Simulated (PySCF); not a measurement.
**NMR shielding calculation of C$_{6}$H$_{13}$FOSi**

System: C$_{6}$H$_{13}$FOSi.
Method: GIAO PBE0/pcSseg-1 NMR shielding, non-relativistic, gas phase (PySCF 2.14.0).

The geometry comes from this level: GFN2-xTB. It belongs to a series of runs on one base structure; here: H on C replaced by C2H5. Figures and captions count atoms from 1; the log counts them from 0 in places.

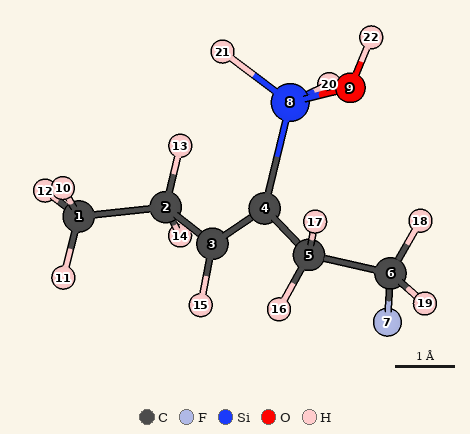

The structure (ball-and-stick view, seen at a tilt; atoms are numbered from 1 in the order of the input). Bond lengths as drawn: C–C 1.33 to 1.53 Å, C–F 1.38 Å, C–H 1.09 to 1.10 Å, C–Si 1.88 Å, H–O 0.95 Å, H–Si 1.47 Å and O–Si 1.63 Å.

## Input file
```
{"job": {"kind": "nmr", "xc": "PBE0", "basis": "pcSseg-1"}, "charge": 0, "multiplicity": 1}
C     -3.080416    -0.970407     0.208448
C     -2.026287    -0.197915    -0.584140
C     -0.661067    -0.749208    -0.340640
C      0.384919    -0.082543     0.136919
C      1.712473    -0.781614     0.277432
C      2.643086    -0.404045    -0.868791
F      2.155986    -0.876484    -2.066543
Si     0.329789     1.745264     0.589272
O      1.807950     2.023899     1.226457
H     -2.882028    -0.890901     1.274864
H     -3.068156    -2.023028    -0.066187
H     -4.073584    -0.574540     0.010435
H     -2.059389     0.858014    -0.316254
H     -2.252459    -0.283571    -1.651344
H     -0.558025    -1.801894    -0.586217
H      1.576790    -1.865840     0.278031
H      2.199583    -0.482525     1.205408
H      2.723885     0.681781    -0.969685
H      3.636556    -0.848146    -0.743552
H      0.131510     2.618567    -0.573896
H     -0.686593     2.041214     1.605549
H      2.035066     2.883307     1.568224
```

The first line tells a small driver script what to run in PySCF; the rest is the geometry in Å.

Run on 1 CPU thread, shared host.

Command:
```bash
OMP_NUM_THREADS=1 python <driver script> task.json out
```

## Output
```
coarse grid: 18376 points
cycle   1  E = -700.1854617802  dE =  9.427e-01  |g| = 8.726e-01  |ddm| = 4.073e+00
cycle   2  E = -700.0482973458  dE =  1.372e-01  |g| = 1.243e+00  |ddm| = 1.645e+00
cycle   3  E = -700.3258863259  dE = -2.776e-01  |g| = 1.018e-01  |ddm| = 1.103e+00
cycle   4  E = -700.3276739410  dE = -1.788e-03  |g| = 4.530e-02  |ddm| = 1.273e-01
cycle   5  E = -700.3281162876  dE = -4.423e-04  |g| = 8.254e-03  |ddm| = 4.301e-02
cycle   6  E = -700.3281260177  dE = -9.730e-06  |g| = 3.961e-03  |ddm| = 8.832e-03
cycle   7  E = -700.3281290261  dE = -3.008e-06  |g| = 6.718e-04  |ddm| = 3.317e-03
final grid: 171824 points
cycle   8  E = -700.3978845204  dE = -5.046e-05  |g| = 1.027e-02  |ddm| = 3.464e-02
cycle   9  E = -700.3978720140  dE =  1.251e-05  |g| = 1.311e-02  |ddm| = 1.920e-02
cycle  10  E = -700.3979092051  dE = -3.719e-05  |g| = 1.308e-03  |ddm| = 1.049e-02
cycle  11  E = -700.3979095071  dE = -3.020e-07  |g| = 2.753e-04  |ddm| = 1.122e-03
cycle  12  E = -700.3979095195  dE = -1.241e-08  |g| = 1.448e-04  |ddm| = 3.392e-04
cycle  13  E = -700.3979095245  dE = -4.969e-09  |g| = 3.423e-05  |ddm| = 1.521e-04
cycle  14  E = -700.3979095247  dE = -2.442e-10  |g| = 8.163e-06  |ddm| = 3.215e-05
```

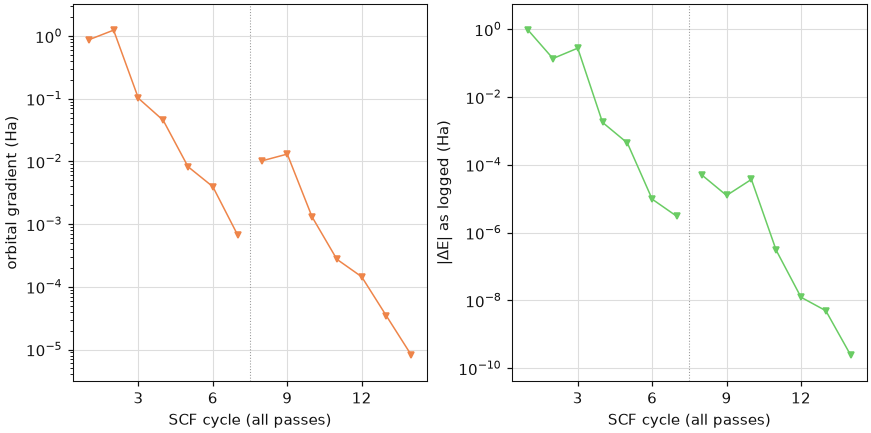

Convergence of the self-consistent field: orbital gradient and size of the energy change against the SCF cycle. The dotted line marks the change from a coarse to the final integration grid. The first 7 cycles use a coarse grid, the final grid takes over at cycle 8, and the field converges after 14 cycles in all.

```
converged SCF energy = -700.3979095247

GIAO shielding tensors (ppm)
atom      isotropic    diamagn.    paramagn.     s11        s22        s33       span
  0 C      170.684     246.210     -75.526    160.589    165.188    186.276     25.688
  1 C      155.293     249.960     -94.668    143.815    154.517    167.546     23.731
  2 C       27.940     257.286    -229.346    -90.087     43.393    130.513    220.600
  3 C       51.402     263.200    -211.799    -48.340     53.447    149.098    197.438
  4 C      144.546     247.524    -102.979    135.286    141.364    156.986     21.700
  5 C      100.873     240.282    -139.409     66.200     84.929    151.490     85.289
  6 F      415.840     476.213     -60.374    375.901    418.219    453.399     77.499
  7 Si     382.535     881.277    -498.741    333.732    359.271    454.603    120.871
  8 O      329.503     387.202     -57.699    285.040    325.850    377.621     92.581
  9 H       30.823      30.035       0.788     26.683     29.724     36.061      9.379
 10 H       30.610      29.055       1.556     26.640     28.804     36.387      9.747
 11 H       30.539      27.307       3.232     26.168     27.632     37.816     11.648
 12 H       30.034      33.929      -3.895     25.348     30.839     33.916      8.568
 13 H       29.439      31.209      -1.769     25.045     28.527     34.746      9.702
 14 H       25.242      35.604     -10.362     21.969     23.974     29.783      7.814
 15 H       29.309      31.658      -2.349     25.502     28.717     33.707      8.205
 16 H       28.839      31.056      -2.217     24.695     29.042     32.782      8.087
 17 H       27.017      28.808      -1.791     22.122     27.813     31.115      8.993
 18 H       26.913      26.777       0.137     22.372     27.233     31.135      8.763
 19 H       26.049      30.694      -4.645     22.620     25.306     30.222      7.603
 20 H       26.178      30.772      -4.594     22.000     26.052     30.482      8.482
 21 H       31.003      30.146       0.857     22.161     25.047     45.800     23.639
```

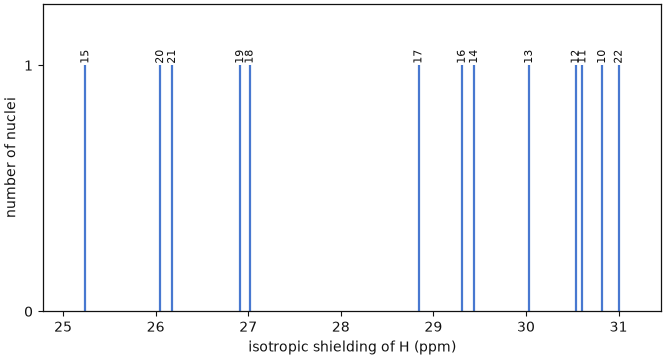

Isotropic shieldings of the hydrogen nuclei in this fixed geometry, labelled by atom number; shielding grows to the right, so chemical shift grows to the left. The least shielded is H15 (25.2 ppm), the most shielded H22 (31.0 ppm).

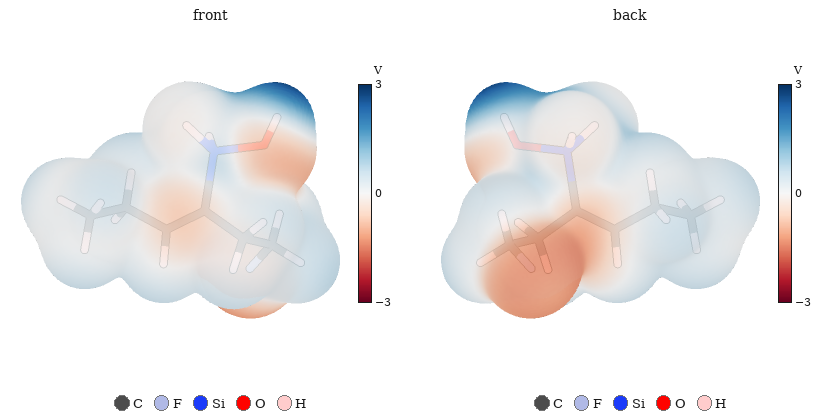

The molecular electrostatic potential painted on the density surface at 0.002 e/bohr³, seen face on and from behind; the colour scale runs from red (negative) to blue (positive). Its dipole moment is 2.07 D.

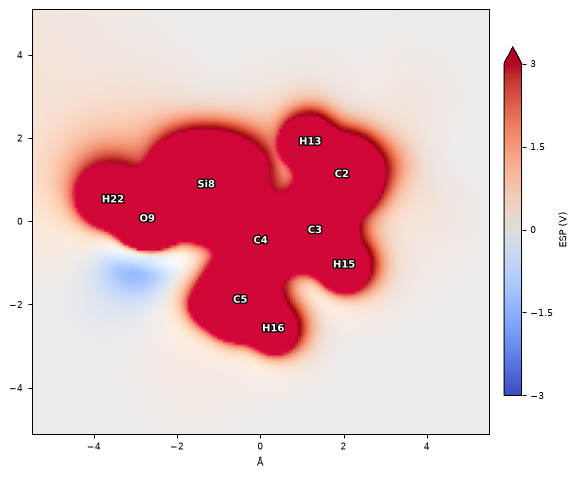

Electrostatic potential on the plane of atoms C4, C3 and H15. The section cuts through C, Si, O and H sites.

## Key numbers

- outcome: converged
- total energy: −700.397910 hartree
- HOMO: −7.10 eV
- LUMO: −0.01 eV
- dipole moment: 2.07 D
- isotropic shielding, C: 27.9 to 170.7 ppm
- isotropic shielding, F: 415.8 ppm
- isotropic shielding, Si: 382.5 ppm
- isotropic shielding, O: 329.5 ppm
- isotropic shielding, H: 25.2 to 31.0 ppm
- wall time: 57 s
- peak memory: 1 GiB
